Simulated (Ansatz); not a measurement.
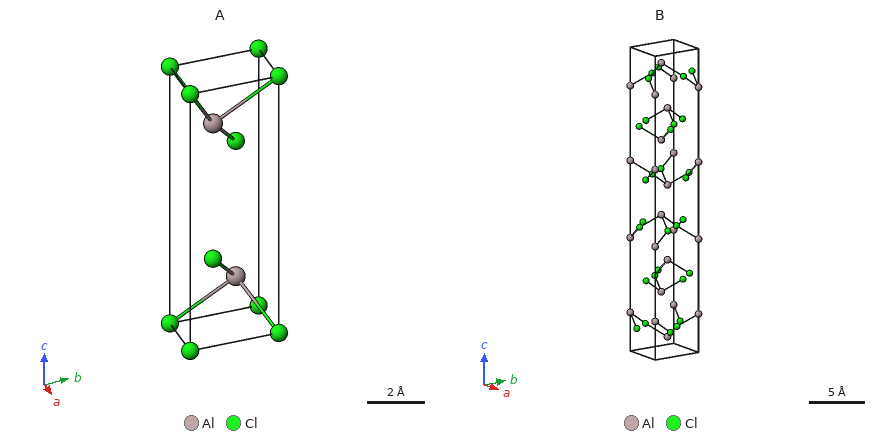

Two structures of Al2Cl3, each relaxed to rest (conventional cells in solid outline, small ones repeated, not to one scale). Method: Ansatz 0.2.0, DFT PBE, scalar-relativistic, plane waves, PAW, without spin polarisation.

Give the type and space group of each.

Answer. A: 5 atoms a cell on a primitive hexagonal lattice, P-3m1. B: corundum, R-3c.

Which structure wins energetically, and by what margin?

Answer. B is lower, by 97 meV/atom at this level of theory (energies at zero smearing). Volumes: A 27.8, B 33.1 Å³/atom.

One or both may be structure types tried for this composition rather than known phases.
